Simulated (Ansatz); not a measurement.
# Gap against volume in random fluorite-type alloy of CaF2 and CdF2 (96 atoms)

The cell holds 96 atoms: 12 Ca, 64 F and 20 Cd. Its edges and angles: a = 10.622 Å, b = 10.623 Å, c = 10.622 Å, α = 90.0°, β = 90.0°, γ = 90.1°. It derives from CaF2 (fluorite-type) and CdF2, repeated 2×2×2. The starting structure: Fluorite-type CaF2, 2 x 2 x 2 conventional cells, 20 of 32 Ca sites given to Cd at random (x = 0.625), lattice by Vegard's rule (a = 5.417 Å); every coordinate displaced by a Gaussian of 0.09 Å.

Calculated with Ansatz 0.2.0: Kohn-Sham DFT, LDA, PAW (set soft_2), plane waves; cutoff 420 eV, Γ point, fixed occupations. The relaxed cell was scaled evenly and the atoms were relaxed at each volume. The gap is that between the highest filled and the lowest empty Kohn-Sham level on the run's k-points.

| volume (Å³/atom) | gap (eV) |
| --- | --- |
| 11.237 | 4.364 |
| 11.737 | ? |
| 12.111 | 4.064 |
| 12.486 | 3.939 |
| 12.860 | 3.818 |
| 13.235 | 3.701 |

**Question.** Fit a straight line in ln V to the rows given and interpolate to the withheld row.

Worked fit:

A volume deformation potential makes the spacing linear in u = ln(V/V0), with V0 = 12.486 Å³ the relaxed volume; v is the spacing.

| u = ln(V/V0) | v (eV) |
| --- | --- |
| -0.105360 | 4.3635 |
| -0.0304595 | 4.0642 |
| 0 | 3.9392 |
| 0.0295587 | 3.8184 |
| 0.0582686 | 3.7009 |

With n = 5: mean u = -0.00959854, mean v = 3.97724, Σ(u − ū)² = 0.015837, Σ(u − ū)(v − v̄) = -0.064142. Slope b = -0.064142 / 0.015837 = -4.0502; intercept a = v̄ − b ū = 3.9384.

At the withheld volume u = -0.06188, and v = a + b u.

Prediction at 11.737: 4.189 eV. The run gave 4.188 eV, so the fit is high by 8.7e-4 eV (0.021 % of the value).

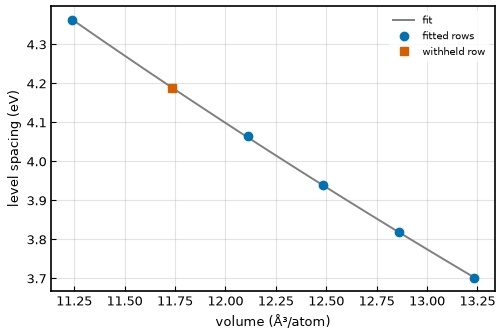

The fit, the rows that it rests on and the withheld row.

The slope, -4.05 eV, says that the spacing narrows on expansion. Among the rows given, the largest miss of the fit is at 12.111, by 0.0025 eV (0.37 % of the range of the table).

Limits: The table spans 16 % in volume, wide for a linear law. Local or semilocal functionals tend to put gaps under measured ones. Only the Γ point is sampled. The mesh needn't hold the band edges.

[Hosts, paths, dates, database ids (printed as entryN), source tags and the programs' standing remarks are cut or masked in the printed files.]
